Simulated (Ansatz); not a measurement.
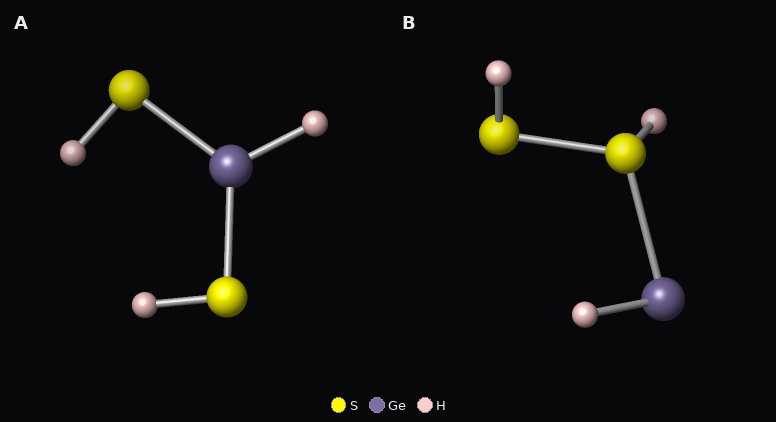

2 stationary structures of one formula. Charge +1, singlet. Geometries: PBE0-D4/def2-TZVP. Electronic energies: RHF-CCSD(T) (frozen core)/def2-TZVPP (Ansatz 0.2.0), without zero-point energy. No frequency run is at hand to confirm each as a minimum.

Rank them by energy, lowest first.

A is lowest (C2v); B lies 1.706 eV above it (C1).

Give E(B) − E(A) in eV at these levels too: PBE-D4/def2-TZVPP; PBE0-D4/def2-TZVP; r2SCAN-D4/def2-TZVPP; RHF-CCSD(T) (frozen core)/def2-TZVPP; PBE0-D4/def2-TZVPP; ωB97M-V/def2-TZVPP; B3LYP-D4/def2-TZVPP.

| level | E(B) − E(A) (eV) |
| --- | --- |
| PBE-D4/def2-TZVPP | +1.469 |
| PBE0-D4/def2-TZVP | +1.552 |
| r2SCAN-D4/def2-TZVPP | +1.696 |
| RHF-CCSD(T) (frozen core)/def2-TZVPP | +1.706 |
| PBE0-D4/def2-TZVPP | +1.556 |
| ωB97M-V/def2-TZVPP | +1.459 |
| B3LYP-D4/def2-TZVPP | +1.392 |
